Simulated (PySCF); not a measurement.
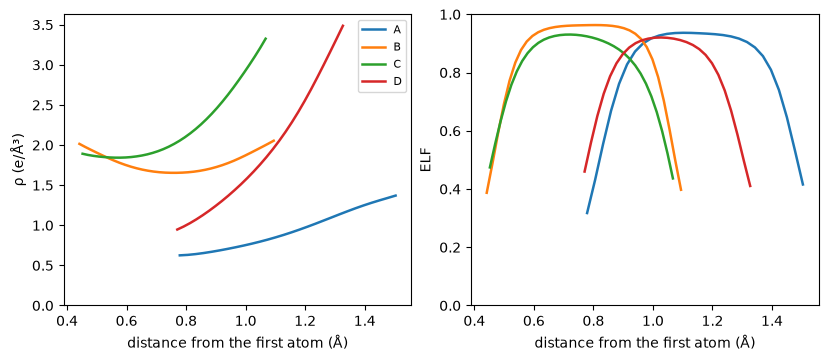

C₄H₁₁NSSi. Total electron density and ELF along straight lines between neighbouring atoms. The curves leave out the atomic cores.

Geometry: GFN2-xTB.

The calculation used CAM-B3LYP/def2-SVPD, SCF density, gas phase in PySCF 2.14.0.

```yaml
atoms:
  - { symbol: S, position_ang: [1.6097, 1.4649, 2.7540] }
  - { symbol: Si, position_ang: [1.1063, 1.5865, 0.6692] }
  - { symbol: N, position_ang: [0.6898, 0.0037, 0.1674] }
  - { symbol: C, position_ang: [-0.1825, -0.8833, 0.9130] }
  - { symbol: C, position_ang: [-1.5292, -0.8431, 0.1724] }
  - { symbol: C, position_ang: [-1.1589, -0.4014, -1.2554] }
  - { symbol: C, position_ang: [0.3707, -0.2686, -1.2173] }
  - { symbol: H, position_ang: [2.4274, 0.4299, 2.6508] }
  - { symbol: H, position_ang: [0.1005, 2.6479, 0.6524] }
  - { symbol: H, position_ang: [2.2950, 1.9398, -0.0982] }
  - { symbol: H, position_ang: [0.2376, -1.8960, 0.8719] }
  - { symbol: H, position_ang: [-0.2602, -0.5794, 1.9554] }
  - { symbol: H, position_ang: [-2.0168, -1.8161, 0.1883] }
  - { symbol: H, position_ang: [-2.1959, -0.1193, 0.6399] }
  - { symbol: H, position_ang: [-1.4784, -1.1200, -2.0077] }
  - { symbol: H, position_ang: [-1.6102, 0.5622, -1.4901] }
  - { symbol: H, position_ang: [0.7477, 0.5167, -1.8688] }
  - { symbol: H, position_ang: [0.8388, -1.2182, -1.5031] }
```

Which curve belongs to which contact (C–C, C–N, Si–N and Si–S)? The first atom named is at distance zero.

Curve A: Si–S (2.15 Å): ρ is about 0.82 e/Å³ halfway; the ELF peaks at about 0.95 between the atoms (localised, covalent bonding). Curve B: C–C (1.54 Å): ρ at the midpoint is about 1.7 e/Å³; the ELF peaks at about 0.95 between the atoms, as expected for a shared electron pair. Curve C: C–N (1.45 Å): the density is about 1.9 e/Å³ at the midpoint; the ELF peaks at about 0.95 between the atoms; a shared electron pair. Curve D: Si–N (1.71 Å): ρ at the midpoint is about 1.1 e/Å³; the ELF peaks at about 0.90 between the atoms, as expected for a polar covalent bond.
